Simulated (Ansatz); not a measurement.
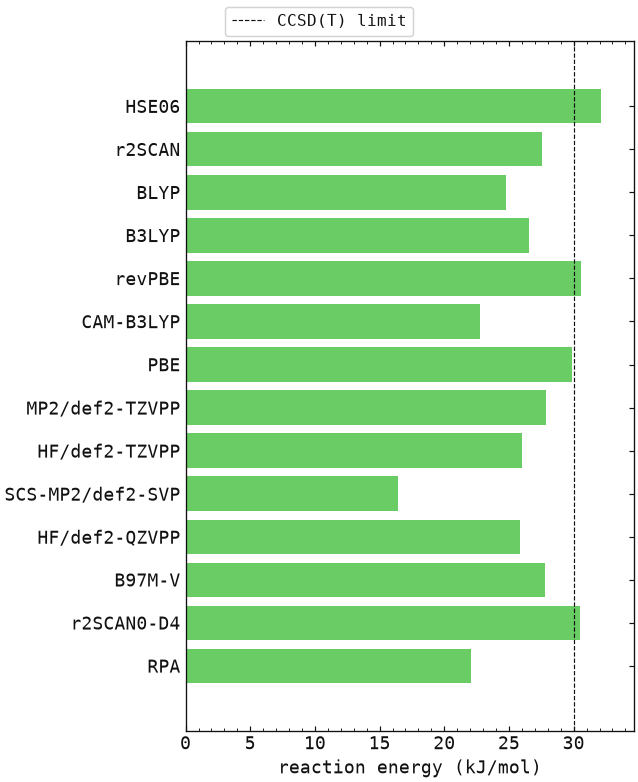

Electronic reaction energy of GeHCl₃ ([Cl][GeH]([Cl])[Cl]) + H₂O (O) → GeH₂OCl₂ ([OH][GeH]([Cl])[Cl]) + HCl (Cl) (SMILES in brackets) at several levels (functionals in def2-TZVPP unless a basis is named), isolated molecules at PBE0-D4 triple-zeta geometries, minima by their frequencies, no zero-point or thermal terms, the Ansatz code. The line is frozen-core CCSD(T) at the basis limit (MP2 extrapolated from triple and quadruple zeta, plus CCSD(T) less MP2 in a smaller set). RPA holds a correlation term that converges slowly with the basis, so part of the distance to the limit is basis error. No dispersion term is added to HSE06, r2SCAN, BLYP, B3LYP, revPBE, CAM-B3LYP and PBE. The distance of MP2/def2-TZVPP and SCS-MP2/def2-SVP to the limit includes basis error. The limit lies 5.6 kJ/mol from CCSD(T)/def2-TZVPP, so the line itself is uncertain by a part of that.

> Which level comes closest to the line (CCSD(T) limit), and which misses most?

Closest PBE (29.9 kJ/mol), against 30.0 kJ/mol; farthest SCS-MP2/def2-SVP (16.4 kJ/mol).

> Give the values.

```tsv
level	kJ/mol	less CCSD(T) limit
HSE06	32.1	2.1
r2SCAN	27.5	−2.5
BLYP	24.8	−5.3
B3LYP	26.5	−3.5
revPBE	30.6	0.5
CAM-B3LYP	22.7	−7.3
PBE	29.9	−0.2
MP2/def2-TZVPP	27.9	−2.2
HF/def2-TZVPP	26.0	−4.0
SCS-MP2/def2-SVP	16.4	−13.6
HF/def2-QZVPP	25.9	−4.2
B97M-V	27.8	−2.3
r2SCAN0-D4	30.5	0.5
RPA	22.1	−8.0
CCSD(T) limit	30.0	0.0
```

Known limits of this run: no scalar relativity up to krypton; outer-core shells are correlated without core-valence functions, which makes the correlated values less sure.
